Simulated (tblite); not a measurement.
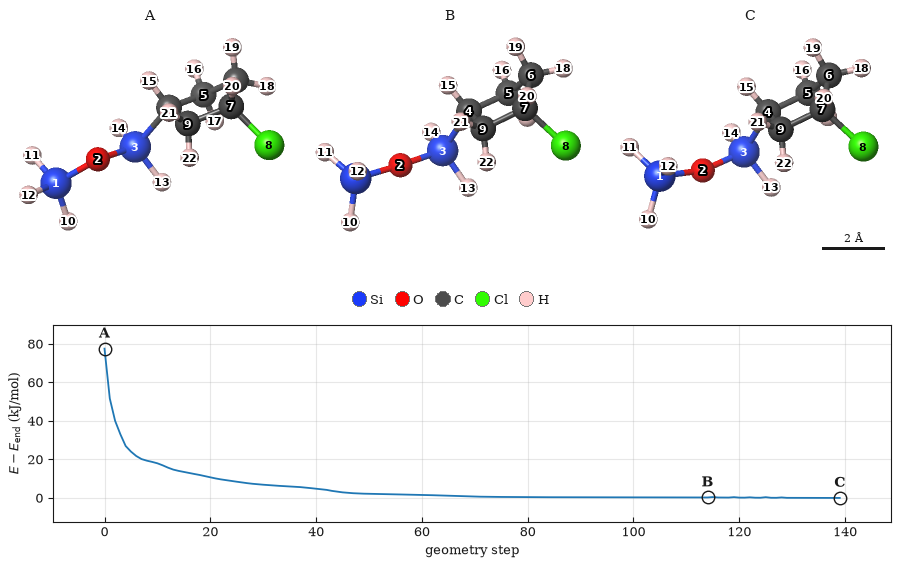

Frames of a relaxation of C$_{5}$H$_{13}$ClOSi$_{2}$, marked on the history of the run. Style: ball-and-stick. Shown from a free direction.

These are results of tblite, GFN2-xTB geometry optimisation, gas phase, not measurements. 

What happens along the run?

Answer. The atom that moves furthest after the best rigid fit is H12 (1.75 Å). By element the largest moves are H 1.75 Å, O 1.14 Å, Si 0.72 Å, C 0.40 Å, Cl 0.27 Å. Among the contacts that change: Si1–Si3 2.851 → 3.208 Å, Si1–O2 1.717 → 1.620 Å, O2–Si3 1.703 → 1.619 Å, C4–C9 1.490 → 1.543 Å. Bond angles that change, for instance: Si1–O2–Si3 112.9° → 164.3°, C9–C7–H20 106.2° → 113.3°, O2–Si3–H13 111.8° → 104.9°. Groups turn about C6–C7 by about 20°. The energy falls by 77.5 kJ/mol in 139 geometry steps. Cost: 2.8 s on 1 thread of Arm Neoverse N1 (shared host). From step 0 to 114: H12 moves most (1.40 Å), energy −77.3 kJ/mol. From step 114 to 139: H12 moves most (0.37 Å), energy −0.24 kJ/mol.
